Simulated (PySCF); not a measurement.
C₄H₁₁AlOS (SMILES CC[O][AlH][S]CC)

```xyz
18

C    -3.0853   -1.4654    0.1489
C    -3.0029   -0.2087   -0.7066
O    -1.6918    0.2771   -0.7598
Al   -0.1236    0.7439   -0.8317
S     1.1660    1.0021    0.9310
C     2.7097    1.2616   -0.0384
C     3.3806   -0.0540   -0.3797
H    -2.7631   -1.2431    1.1637
H    -2.4323   -2.2329   -0.2616
H    -4.1063   -1.8379    0.1680
H    -3.3350   -0.4275   -1.7285
H    -3.6487    0.5730   -0.2899
H     0.4811    1.0679   -2.1939
H     3.3498    1.8804    0.5880
H     2.4596    1.8132   -0.9506
H     3.5828   -0.6240    0.5240
H     2.7307   -0.6485   -1.0247
H     4.3198    0.1292   -0.8993
```

Geometry: GFN2-xTB.

The calculation used PySCF 2.14.0, PBE0/pcSseg-1, SCF density, gas phase, non-relativistic.

### Predict the electron density and electron localisation function between the atoms.

C–O (1.40 Å): the density is about 2 e/Å³ at the midpoint, with its minimum of 1.7 e/Å³ about 0.5 Å from C; the ELF peaks at about 0.90 between the atoms; a polar covalent bond.
C–C (1.52 Å): ρ at the midpoint is about 1.7 e/Å³; the ELF peaks at about 0.95 between the atoms (a covalent bond).
Al–O (1.64 Å): ρ is about 0.89 e/Å³ halfway; the ELF peaks at about 0.85 in the valence shell of O, 0.5 Å from its nucleus, and is about 0.30 at the midpoint.
C–H (1.09 Å): the density is about 2 e/Å³ at the midpoint; the ELF climbs to about 1 towards the hydrogen, as it does in any bond to H (an ordinary covalent bond to hydrogen).

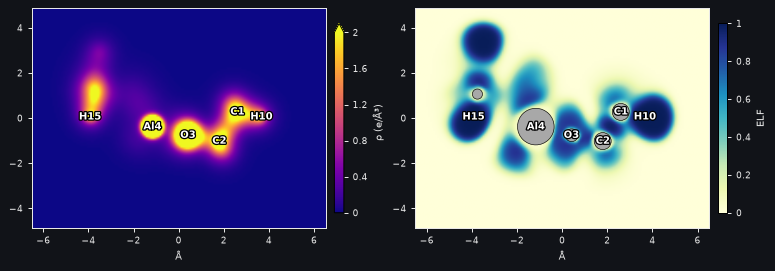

Computed electron density and electron localisation function on the plane of atoms C2, C1 and H10, in this order. Grey discs cover the atomic cores in the ELF map. 
